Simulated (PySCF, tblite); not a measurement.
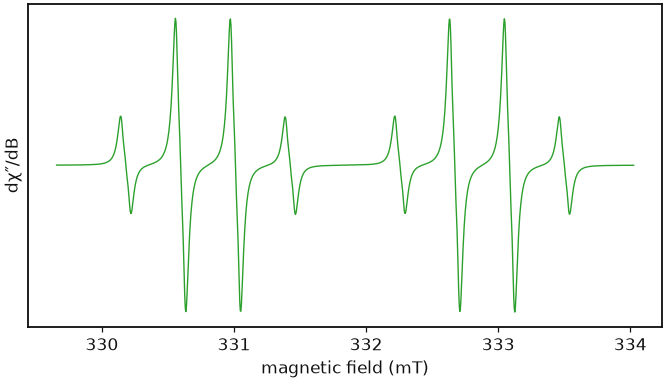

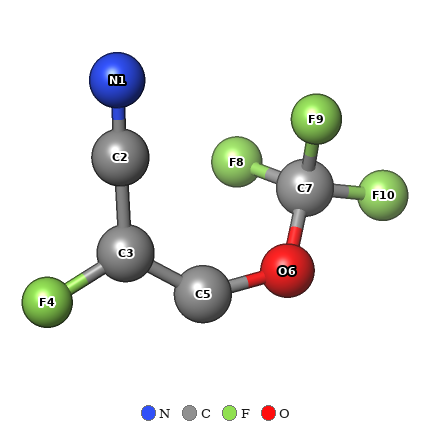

First-order isotropic EPR spectrum (fast tumbling, first derivative) of C₄F₄NO, SMILES N#C/C(F)=[C]\OC(F)(F)F, doublet at 9.30 GHz, Lorentzian lines of 0.06 mT full width at half height, from computed g and hyperfine couplings (B3LYP/pcH-1 with PySCF 2.14.0, at a GFN2-xTB geometry (a minimum by its frequencies), gas phase); values of one conformer, averaged over methyl-type rotors alone; other conformers aren't averaged in; no vibrational averaging; dilute isotopes left out. The SMILES is one Lewis form and needn't show where the spin sits.

Q: Which couplings does the calculation give? The spectrum shows the sizes of those above the line width, not their signs.

A:
```tsv
nuclei	isotope	a (mT)	a (MHz)
F4	¹⁹F	2.08	58.2
F8, F9, F10	¹⁹F	0.42	11.7
N1	¹⁴N	0.02	0.7
```

Q: What is the g value, and how wide is the spectrum?

A: g_iso = 2.0024, which centres the spectrum at 331.8 mT; it spans 3.4 mT.

Note: the tight-binding geometry is rougher than a DFT one and adds to the error.
